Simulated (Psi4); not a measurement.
**A workflow on AlH3N (SMILES [NH2][AlH])**

Aim: a structure relaxation (UPBEh-3c/def2-mSVP), then vibrational wavenumbers, then the energy (UCCSD(T)/cc-pVTZ) of AlH3N. 

The calculation is run with Psi4 1.11.

### 1 Starting point

AlH3N has 5 atoms, charge 0, and is taken as a doublet. As SMILES, `[NH2][AlH]`. Geometry: relaxed at PBE0-D4/def2-TZVP. The run starts from this shape.

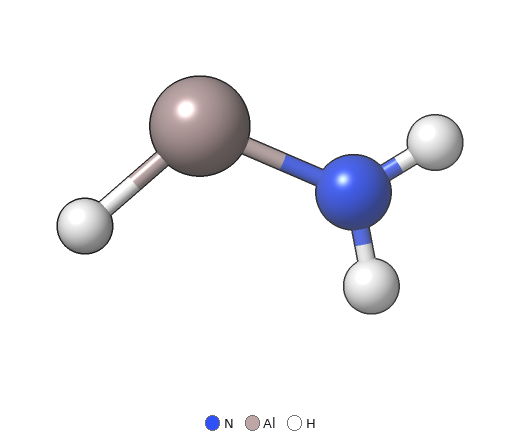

The structure, seen from a chosen angle (nitrogen blue, aluminium light grey, hydrogen white).

### 2 A structure relaxation at UPBEh-3c/def2-mSVP (density fitting) (run 1)

File run.py:

```python
import psi4

psi4.set_memory(1600000000)
psi4.set_num_threads(1)
psi4.set_output_file('run.log', False)

geom = psi4.geometry("""
0 2
N     -0.22034207    -1.24873102     0.33089104
Al     1.58094488     1.57584262     0.22827892
H      0.28062433    -2.84460474     1.23871547
H     -1.90919030    -1.47927761    -0.52421003
H      0.36244947     3.85768691    -1.35191007
units au
symmetry c1
""")

options = {'reference': 'uks', 'geom_maxiter': 60}
psi4.set_options(options)

energy_value, wavefunction = psi4.optimize('pbeh-3c', return_wfn=True)
print(f'pbeh-3c energy: {energy_value:.10f} Eh')
geom.save_xyz_file('final.xyz', False)
for k, v in sorted(psi4.core.scalar_variables().items()):
    print(f'{k:45s} {v:18.10f}')
```

On the command line:

```console
$ python run.py
```

run.log:

```text
-----------------------------------------

    			 OPTKING 3.0: for geometry optimizations

    			        with contributions from

    			-----------------------------------------

[... 202 lines left out ...]
	Measures of convergence in internal coordinates in au.
[... 63 lines left out ...]
	   Step    Total Energy     Delta E     Max Force     RMS Force      Max Disp      RMS Disp
[... 173 lines left out ...]
                           Total Energy        Delta E     RMS |[F,P]|
[... 6 lines left out ...]
   @DF-UKS iter   5:  -298.51539999844448   -1.55973e-09   2.83539e-07 DIIS
[... 13 lines left out ...]
   @S^2 Expected:                7.500000000E-01
[... 49 lines left out ...]
    Nuclear Repulsion Energy =             46.2129812412613390
[... 5 lines left out ...]
    Total Energy =                       -298.5153999988124269
[... 183 lines left out ...]
	Measures of convergence in internal coordinates in au.
[... 3 lines left out ...]
	----------------------------------------------------------------------------------------------
	   Step    Total Energy     Delta E     Max Force     RMS Force      Max Disp      RMS Disp
	----------------------------------------------------------------------------------------------
	  Convergence Criteria     1.00e-06 *    3.00e-04 *             o    1.20e-03 *             o
	----------------------------------------------------------------------------------------------
	     2    -298.51540000   -1.81e-05      1.04e-04 *    6.64e-05 o    6.85e-04 *    3.68e-04 o  ~
	----------------------------------------------------------------------------------------------

Next Geometry in Ang
	Fragment 1 (Ang)

	    N  -0.5770075303  -0.9581992563   0.0538409194
	   Al   0.3757086818   0.5401890434  -0.0021376989
	    H  -0.3122934052  -1.8021697087   0.5340486349
	    H  -1.4702607770  -1.0837132953  -0.3969264231
	    H  -0.2653394427   1.7430743250  -0.8342767797

    Final optimized geometry and variables:
    Molecular point group: c1
    Full point group: C1

    Geometry (in Bohr), charge = 0, multiplicity = 2:

    N           -1.090214449009    -1.810623324562     0.101825174576
    AL           0.710380714879     1.020343172259    -0.003617997251
    H           -0.590165910051    -3.405493877578     1.009121716331
    H           -2.778006768575    -2.046574024616    -0.750394280658
    H           -0.502351365287     3.292827817314    -1.576660886808
```

Standard output:

```text
Optimizer: Optimization complete!
pbeh-3c energy: -298.5153999988 Eh
CURRENT ENERGY                                   -298.5153999988
CURRENT REFERENCE ENERGY                         -298.5153999988
DD SOLVATION ENERGY                                 0.0000000000
DFT FUNCTIONAL TOTAL ENERGY                      -298.5188459134
DFT TOTAL ENERGY                                 -298.5153999988
DFT VV10 ENERGY                                     0.0000000000
DFT XC ENERGY                                     -15.4860661642
DISPERSION CORRECTION ENERGY                       -0.0010993520
GRID ELECTRONS ALPHA                               11.9999968336
GRID ELECTRONS BETA                                10.9999980761
GRID ELECTRONS TOTAL                               22.9999949097
NUCLEAR REPULSION ENERGY                           46.2129812413
ONE-ELECTRON ENERGY                              -505.1427632077
OPTIMIZATION ITERATIONS                             2.0000000000
PBEH3C DISPERSION CORRECTION ENERGY                -0.0010993520
PCM POLARIZATION ENERGY                             0.0000000000
PE ENERGY                                           0.0000000000
SCF ITERATION ENERGY                             -298.5153999988
SCF ITERATIONS                                      8.0000000000
SCF TOTAL ENERGY                                 -298.5153999988
TWO-ELECTRON ENERGY                               175.8970022172
XC GRID RADIAL POINTS                              75.0000000000
XC GRID SPHERICAL POINTS                          302.0000000000
XC GRID TOTAL POINTS                           109352.0000000000
```

Wall time 23 s (1 thread of Intel Xeon Platinum 8175M at 2.50GHz (Skylake/Cascade Lake), shared host); peak memory 0.36 GiB.

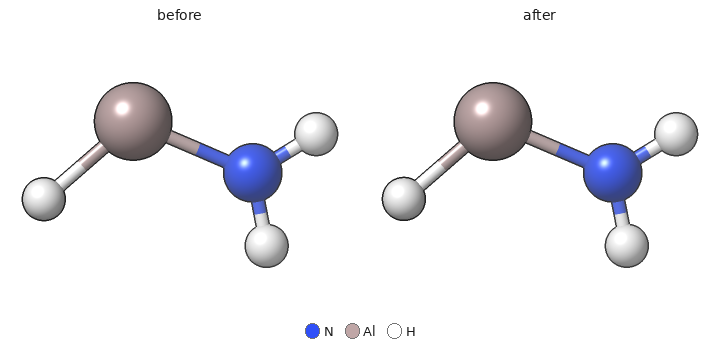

Before and after, at one scale.

After the run. Bond lengths: N1–Al2 1.776 Å, N1–H3 1.006 Å, N1–H4 1.008 Å, Al2–H5 1.597 Å. Angles: N1–Al2–H5 115.8°, Al2–N1–H3 125.5°, Al2–N1–H4 124.4°, H3–N1–H4 110.0°.

### 3 The harmonic vibrations at UPBEh-3c/def2-mSVP (density fitting) (run 2)

File calc.in:

```
memory 1600 MB

molecule mol {
  0 2
  N     -0.22003782    -1.25248213     0.33247463
  Al     1.58055748     1.57848445     0.22703170
  H      0.28001206    -2.84735240     1.23976994
  H     -1.90782970    -1.48843333    -0.51974460
  H      0.36782574     3.85096893    -1.34601223
  units bohr
  symmetry c1
}

set {
  reference uks
  t 600.0
  rotational_symmetry_number 1
}

frequency('pbeh-3c')
print_variables()
```

On the command line:

```console
$ psi4 -i calc.in -o calc.out -n 1
```

calc.out:

```text
Psi4 1.11 release

         ----------------------------------------------------------
                                   FINDIF
         ----------------------------------------------------------

  Using finite-differences of gradients to determine vibrational frequencies and
  normal modes. Resulting frequencies are only valid at stationary points.
    Generating geometries for use with 3-point formula.
    Displacement size will be 5.00e-03.
    Number of atoms is 5.
    Number of irreps is 1.
    Number of SALCs is 12.
    Translations projected? 1. Rotations projected? 0.
    Index of SALCs per irrep:
      1 :  0  1  2  3  4  5  6  7  8  9  10  11
    Number of SALCs per irrep:
      Irrep 1: 12
    Number of geometries (including reference) is 25.
    Number of displacements per irrep:
      Irrep 1: 24
 25 displacements needed ...

  //>>>>>>>>>>>>>>>>>>>>>>>>>>>>>>>>>>>//
  //    FiniteDifference Computations  //
  //<<<<<<<<<<<<<<<<<<<<<<<<<<<<<<<<<<<//

[... 216 lines left out ...]
   @S^2 Expected:                7.500000000E-01
[... 686 lines left out ...]
   @DF-UKS iter   7:  -298.51539901642218   -5.57593e-07   4.20351e-06 DIIS
[... 609 lines left out ...]
    Weights Tolerance      =       1.00E-15
[... 489 lines left out ...]
    Two-Electron Energy =                 175.8891543851146935
[... 603 lines left out ...]
   @S^2 Expected:                7.500000000E-01
[... 621 lines left out ...]
   @DF-UKS iter   7:  -298.51539833008638   -5.57963e-07   4.20860e-06 DIIS
[... 609 lines left out ...]
    Weights Tolerance      =       1.00E-15
[... 473 lines left out ...]
    DFT Exchange-Correlation Energy =     -15.4857253782461530
[... 603 lines left out ...]
   @S^2 Observed:                7.524743213E-01
[... 758 lines left out ...]
  "SCF DIPOLE"                          =>      -0.153599408032 ... 0.111624237691 1 by 3
[... 3 lines left out ...]
    Psi4 run time: 0:04:15.55

[set-up sections that repeat, and orbital energies of the middle runs, are left out above]
```

On the terminal:

```text
Warning: used thermodynamics relations inappropriate for low-frequency modes: ['457.3271' '498.6865' '522.9770']
```

Wall time 4.3 min (1 thread of Intel Xeon Platinum 8175M at 2.50GHz (Skylake/Cascade Lake), shared host); peak memory 0.34 GiB.

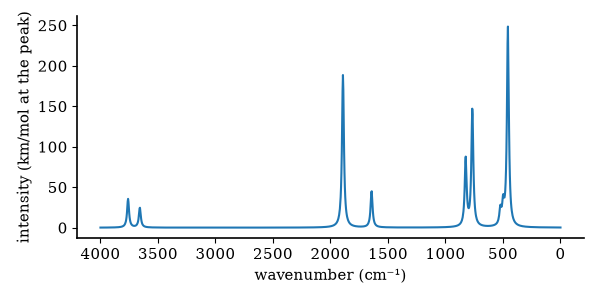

Harmonic infrared spectrum, unscaled, lines broadened by 10 cm⁻¹.

### 4 The energy at UCCSD(T)/cc-pVTZ (run 3)

File alh3n.dat:

```
memory 1.6 GB

molecule m {
  0 2
  N
  Al 1 R2
  H 1 R3 2 A3
  H 1 R4 3 A4 2 D4
  H 2 R5 1 A5 3 D5

  R2 = 1.776305
  R3 = 1.00639
  A3 = 125.53524
  R4 = 1.0083
  A4 = 110.02525
  D4 = 179.99777
  R5 = 1.597149
  A5 = 115.83861
  D5 = 179.99645
}

set reference uhf
set scf_type pk
set freeze_core true

energy('ccsd(t)/cc-pVTZ')
```

On the command line:

```console
$ psi4 -n 1 alh3n.dat alh3n.out
```

alh3n.out:

```text
Psi4 1.11 release

   => Loading Basis Set <=

    Name: CC-PVTZ
    Role: ORBITAL
    Keyword: BASIS

         ---------------------------------------------------------
                                   SCF
                              UHF Reference
                        1 Threads,   1525 MiB Core
         ---------------------------------------------------------

  ==> Geometry <==

    Molecular point group: c1
    Full point group: C1

    Geometry (in Angstrom), charge = 0, multiplicity = 2:

[... 91 lines left out ...]
   @UHF iter   4:  -298.14363413878039   -1.29056e-03   8.36333e-05 DIIS
[... 5 lines left out ...]
   @UHF iter  10:  -298.14376372039692   -1.14260e-08   2.07901e-07 DIIS
[... 8 lines left out ...]
   @Spin Contamination Metric:   4.876045171E-03
[... 46 lines left out ...]
  @UHF Final Energy:  -298.14376372254225
[... 31 lines left out ...]
 Dipole Y            :          1.4754920           -1.2969099            0.1785821
[... 135 lines left out ...]
	One-electron energy          =    -47.24932618382434
[... 24 lines left out ...]
    R_Convergence   =     1.0e-07
[... 97 lines left out ...]
    MP2 correlation energy                    =   -0.281225305184380
[... 6 lines left out ...]
      * CCSD total energy                     = -298.443881215190004
[... 1 line left out ...]
            **************************
            *                        *
            *        CCTRIPLES       *
            *                        *
            **************************

    Wave function   =    CCSD_T
    Reference wfn   =      UHF

    Nuclear Rep. energy (wfn)                =   46.212975974814896
    SCF energy          (wfn)                = -298.143763722542246
    Reference energy    (file100)            = -298.143763722544293
    CCSD energy         (file100)            =   -0.300117492645705
    Total CCSD energy   (file100)            = -298.443881215190004

    Number of ijk index combinations:
    Spin Case AAA:                                  20
    Spin Case BBB:                                  10
    Spin Case AAB:                                  75
    Spin Case ABB:                                  60
    AAA (T) energy                             =   -0.000282314967865
    BBB (T) energy                             =   -0.000206076818963
    AAB (T) energy                             =   -0.005530931581740
    ABB (T) energy                             =   -0.004699113535875
    (T) energy                                   =   -0.010718436904442
      * CCSD(T) total energy                     = -298.454599652094430

    Psi4 run time: 0:02:27.83
```

Run time: 2.5 min. Hardware: 1 thread of Intel Xeon Platinum 8175M at 2.50GHz (Skylake/Cascade Lake), shared host; peak memory 1.4 GiB.

### 5 Results

```
                                                                           quantity             value
                                 run 1, UPBEh-3c/def2-mSVP: total energy at the end     -298.51540 Eh
                                           run 1, UPBEh-3c/def2-mSVP: dipole moment            1.37 D
                      run 1, UPBEh-3c/def2-mSVP: HOMO energy (highest over α and β)          -6.13 eV
                       run 1, UPBEh-3c/def2-mSVP: LUMO energy (lowest over α and β)          -1.51 eV
                                                    run 1, UPBEh-3c/def2-mSVP: ⟨S²⟩             0.752
                              run 2, UPBEh-3c/def2-mSVP: lowest harmonic wavenumber          457 cm⁻¹
                             run 2, UPBEh-3c/def2-mSVP: highest harmonic wavenumber         3760 cm⁻¹
                                       run 2, UPBEh-3c/def2-mSVP: zero-point energy       83.9 kJ/mol
  run 2, UPBEh-3c/def2-mSVP: ideal-gas entropy at 600 K (symmetry number 1 as used)  71.8 cal/(mol K)
                                              run 3, UCCSD(T)/cc-pVTZ: total energy     -298.45460 Eh
run 3, UCCSD(T)/cc-pVTZ: HOMO energy (Hartree–Fock orbitals) (highest over α and β)          -8.12 eV
 run 3, UCCSD(T)/cc-pVTZ: LUMO energy (Hartree–Fock orbitals) (lowest over α and β)           1.30 eV
               run 3, UCCSD(T)/cc-pVTZ: correlation energy (6 core orbitals frozen)        -310.8 mEh
                                            run 3, UCCSD(T)/cc-pVTZ: (T) correction        -10.72 mEh
                                                      run 3, UCCSD(T)/cc-pVTZ: ⟨S²⟩             0.755
                                             run 3, UCCSD(T)/cc-pVTZ: T1 diagnostic             0.021
```

**Reading.** The optimisation (run 1, UPBEh-3c/def2-mSVP) took 2 steps and changed the energy by -0.000 eV. All 9 modes are real, so the shape is a minimum at this level. The triples (run 3, UCCSD(T)/cc-pVTZ) make up 3.4 % of the correlation energy.
